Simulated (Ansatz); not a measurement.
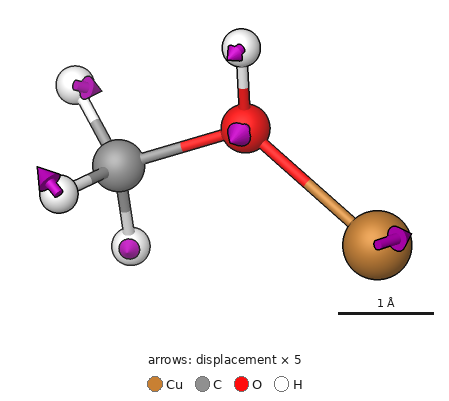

This is a relaxation of CH₄CuO (charge +1). The starting structure is drawn; purple arrows show the displacements, magnified 5 times. The two geometries are superimposed by the best rigid fit.

A ball-and-stick model, seen at a tilt.

The calculation used Ansatz, RKS PBE0-D4/def2-TZVP. Settings: force threshold 0.005 eV/Å; at most 200 steps.

Q: What did the optimiser do to the structure, and how much energy did it gain?

A: The atom that moves furthest after the best rigid fit is the Cu atom (0.11 Å). Largest moves by element: Cu 0.11 Å, H 0.08 Å, O 0.08 Å, C 0.01 Å. Among the contacts that change: C–H 1.108 → 1.089 Å, Cu–O 1.908 → 1.926 Å, H–O 0.978 → 0.963 Å, C–O 1.461 → 1.452 Å. Among the angles between lasting bonds that change: Cu–O–C 124.3° → 127.5°. Over 8 accepted moves (10 points after the start) the energy falls by 0.67 kcal/mol. The largest force component goes from 0.73 to 0.0027 eV/Å. The line search rejected the trial steps at points 4, 7 of the run. The run took 29 s on 4 threads of Arm Neoverse N1 (shared host).
